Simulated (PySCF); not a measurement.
C₆H₁₂O₂, SMILES COC(=O)CC(C)C at its GFN2-xTB optimised geometry (Å):

```
20

C      1.8371     2.2007    -0.0070
O      1.2064     0.9276     0.0000
C     -0.1344     0.9276     0.0000
O     -0.7948     1.9324     0.0000
C     -0.6778    -0.4804    -0.0153
C     -1.8093    -0.6532     1.0064
C     -2.4851    -2.0084     0.8219
C     -1.2648    -0.5118     2.4253
H      1.6575     2.7167     0.9384
H      1.4447     2.8135    -0.8208
H      2.8995     2.0154    -0.1429
H      0.1374    -1.1775     0.1793
H     -1.0653    -0.6668    -1.0200
H     -2.5415     0.1412     0.8307
H     -3.2935    -2.1280     1.5390
H     -1.7693    -2.8135     0.9753
H     -2.8995    -2.1018    -0.1792
H     -0.5114    -1.2721     2.6225
H     -2.0656    -0.6244     3.1523
H     -0.8133     0.4677     2.5646
```

Method: PBE0/def2-SVP (PySCF). Cells within 0.4 Å of a nucleus heavier than hydrogen are left out (blank, or x).

Map of the HOMO−1 amplitude (bohr^(-3/2)) on the plane z = 0.6 Å; orbital energy -8.62 eV, overall sign arbitrary:

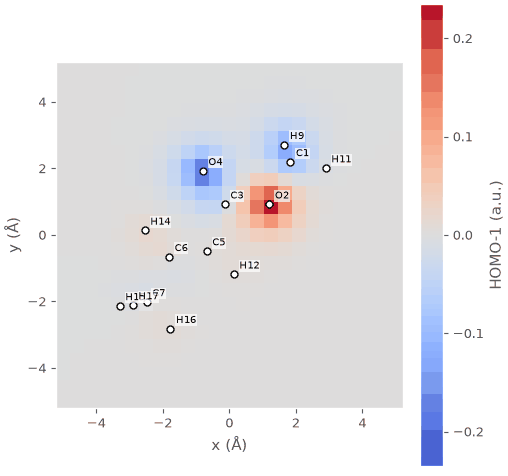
Figure: HOMO−1 amplitude (bohr^(-3/2)) on the plane z = 0.6 Å.
